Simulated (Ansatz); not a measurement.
CH₉N₃Ti (SMILES [CH3][Ti]([NH2])([NH2])[NH2])

```yaml
atoms:
  - { symbol: C, position_ang: [0.0446, 0.2226, -1.1802] }
  - { symbol: N, position_ang: [2.7977, -0.4643, 0.2951] }
  - { symbol: N, position_ang: [0.9620, -2.7828, -0.5902] }
  - { symbol: N, position_ang: [2.5024, -1.1411, -2.7024] }
  - { symbol: Ti, position_ang: [1.6525, -1.1038, -1.0373] }
  - { symbol: H, position_ang: [0.4050, 1.2542, -1.3369] }
  - { symbol: H, position_ang: [-0.6078, -0.0503, -2.0278] }
  - { symbol: H, position_ang: [-0.5592, 0.2020, -0.2562] }
  - { symbol: H, position_ang: [3.1374, 0.4958, 0.2908] }
  - { symbol: H, position_ang: [3.1066, -0.9340, 1.1410] }
  - { symbol: H, position_ang: [1.0542, -3.6588, -1.0959] }
  - { symbol: H, position_ang: [0.3360, -2.9077, 0.2032] }
  - { symbol: H, position_ang: [3.4695, -0.9234, -2.9234] }
  - { symbol: H, position_ang: [1.9832, -1.3129, -3.5614] }
```

Geometry: PBE0-D4/def2-SVP.

All numbers below come from Ansatz 0.2.0, isolated molecule in a Gaussian basis; Kohn-Sham density functional theory, functional PBE0.

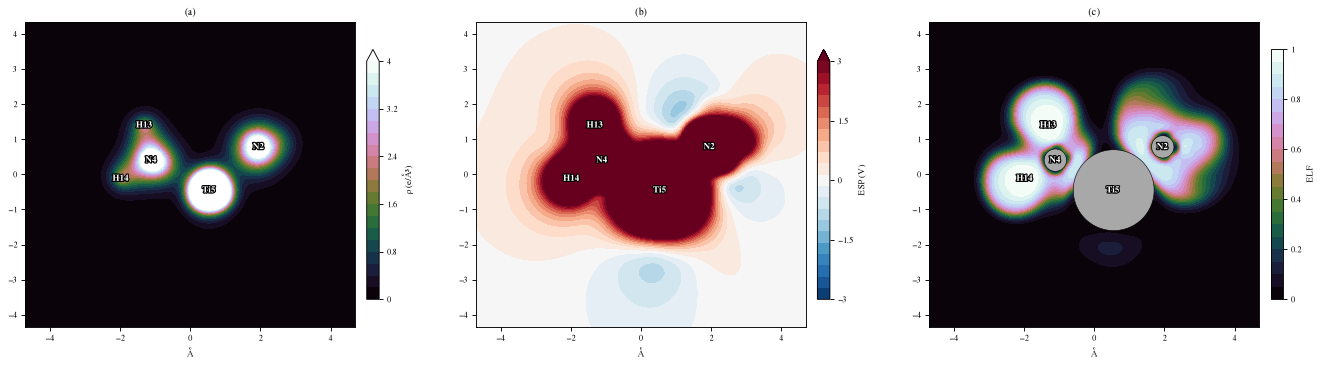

Figure 1. (a) electron density; (b) electrostatic potential; (c) electron localisation function on the plane of atoms Ti5, N4 and H13. Grey discs cover the atomic cores in the ELF map.

> Interpret the plot.

Atoms in the plane: N, Ti and H. Ti–N (1.87 Å): ρ at the midpoint is about 0.96 e/Å³; the ELF peaks at about 0.90 in the valence shell of N, 0.6 Å from its nucleus, and is about 0.30 at the midpoint. N–H (1.02 Å): ρ at the midpoint is about 2.8 e/Å³; the ELF climbs to about 1 towards the hydrogen, as it does in any bond to H: a covalent bond by its length. Outside the dense part of the molecule the potential is most negative (−1.1 V) near N2 and N4.

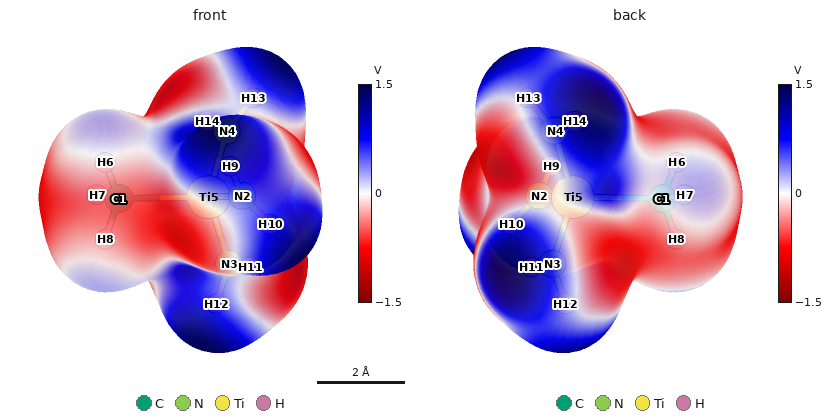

Figure 2. The molecular electrostatic potential painted on the density surface at 0.002 e/bohr³, seen from the front and from behind; red is negative and blue positive.

> Where is the surface potential most negative and most positive?

The most negative region (about −1.0 V) lies over N2, N3 and N4, the most positive (about +1.5 V) over the H atoms.

> How polar is the molecule by this calculation?

Its dipole moment is 1.08 D.

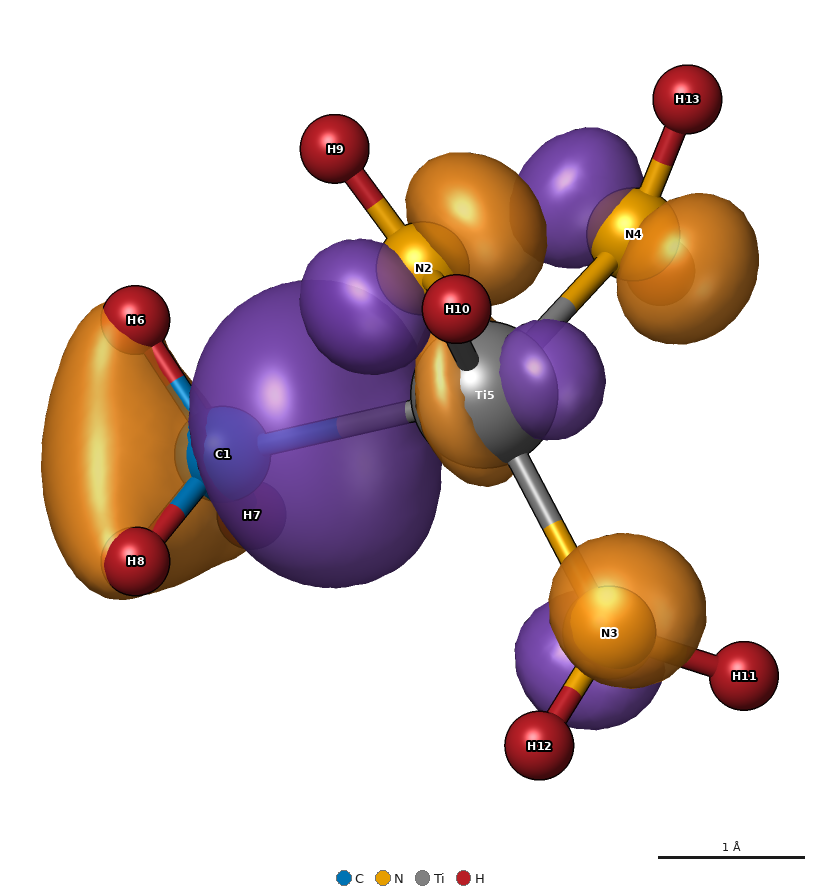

Figure 3. One frontier orbital at ±0.15 Å⁻³ᐟ² (orange and purple are the two phases), seen at an oblique angle.

> Which orbital is it: HOMO or LUMO?

The HOMO, at −6.98 eV. By Hirshfeld shares it lies mainly on C1 (about 40 %), Ti5 (about 20 %), N2 (about 10 %), N3 (about 10 %) and N4 (about 10 %).
